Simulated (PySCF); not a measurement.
# C$_{2}$H$_{5}$NO, SMILES `N=CCO`: electronic structure

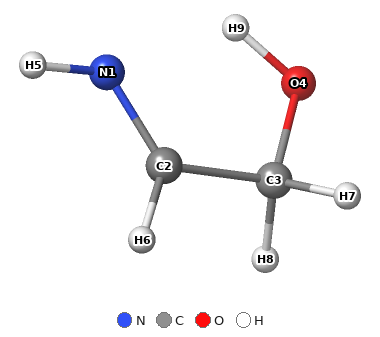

The molecule, with its atoms numbered as below. No frequency check shows the geometry to be a minimum.

Geometry (Å), atoms numbered from 1:

```
N1      -1.3207    0.5806   -0.0006
C2      -0.7763   -0.5503    0.0006
C3       0.7154   -0.6280   -0.0006
O4       1.3208    0.6304    0.0009
H5      -2.3357    0.5981    0.0006
H6      -1.2917   -1.5182    0.0029
H7       1.0386   -1.1977    0.8838
H8       1.0374   -1.1951   -0.8887
H9       0.5954    1.2756   -0.0011
```

## 1. Bonding charge

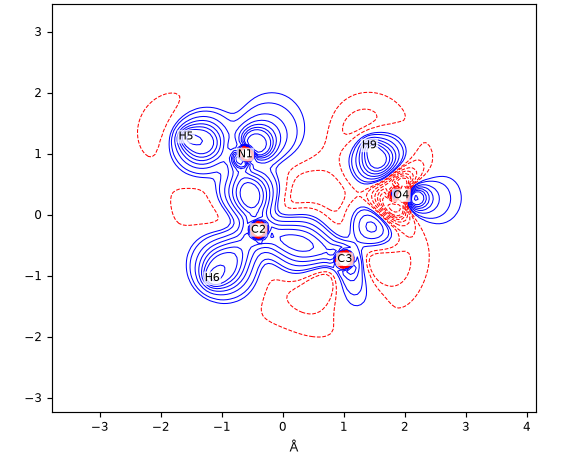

Deformation density (molecule less spherical, spin-averaged free atoms) in the plane of N1, C2, C3, O4, H5, H6 and H9; contours at ±0.05 to ±0.8 e/Å³; solid blue lines: gain, dashed red lines: loss.

Method: PBE0/def2-SVP; geometry: GFN2-xTB; program: PySCF.

**Describe the bonding that the map shows.**

N1–H5: +0.82 e/Å³ at the bond critical point (bond length 1.01 Å, Mayer order 0.9). O4–H9: +0.75 e/Å³ at the bond critical point (bond length 0.97 Å, Mayer order 0.9). C2–H6: +0.72 e/Å³ at the bond critical point (bond length 1.10 Å, Mayer order 0.9). N1–C2: +0.65 e/Å³ at the bond critical point (bond length 1.25 Å, Mayer order 2.0). C2–C3: +0.55 e/Å³ at the bond critical point (bond length 1.49 Å, Mayer order 1.0). C3–O4: +0.20 e/Å³ at the bond critical point (bond length 1.40 Å, Mayer order 1.1). In all, 2.0 electrons gather in the regions of gain relative to the promolecule.

**Where do the Hirshfeld charges lie?**

The highest Hirshfeld charge is on H9 (+0.13 e), the lowest on O4 (−0.24 e).

## 2. Local ionisation energy

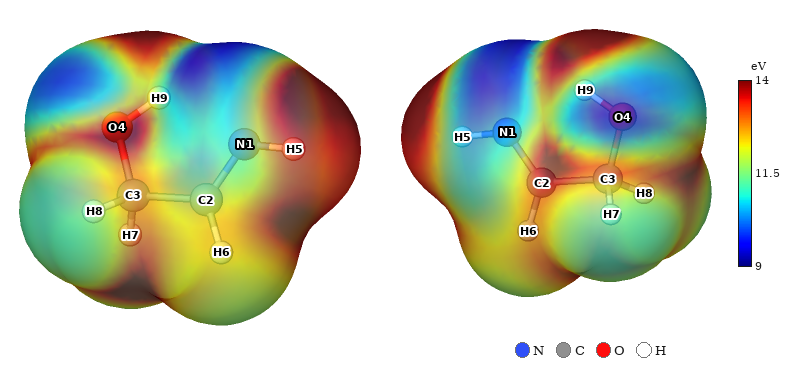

Average local ionisation energy on the surface of electron density 0.001 a.u. (back view left, front view right).

**Where are the most loosely bound electrons on this surface?**

The lowest value is 9.3 eV, near H9 (1.77 Å) and N1 (1.95 Å). Further minima include 9.8 eV, 1.7 Å from O4; 11.0 eV, 1.4 Å from H8, and at like points elsewhere; 11.6 eV, 1.4 Å from H6. For comparison, the highest occupied orbital lies at −7.4 eV.

**What volume does the surface enclose, and what is the dipole moment?**

About 80 Å³; the dipole moment is 3.2 D.

## 3. Localised orbitals

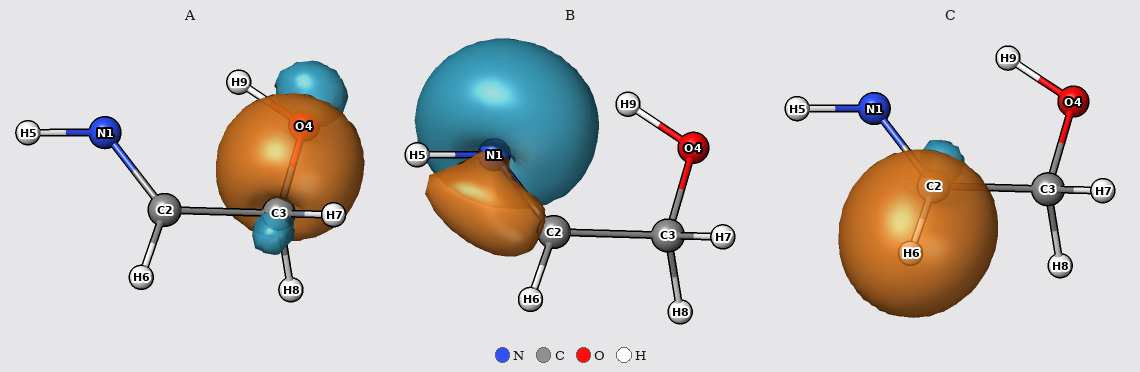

Foster–Boys orbitals, occupied; each surface holds about 85 % of the orbital's density. Energies are diagonal elements of the Fock matrix.

Method: PBE0/def2-TZVP; geometry: GFN2-xTB; program: PySCF.

**Identify each orbital.**

By panel:
- A: σ bond O4–C3 (O4 62 %, C3 38 %; −19.1 eV)
- B: lone pair on N1 (sp1.6-type) (N1 94 %; −10.9 eV)
- C: σ bond C2–H6 (C2 55 %, H6 44 %; −14.8 eV)

**Which has the smallest and which the largest spatial spread?**

Smallest: A (0.73 Å); largest: B (0.86 Å).

The PySCF runs shown took 8.1 s and 15 s on 1 thread of Arm Neoverse V1, with other jobs on the host.
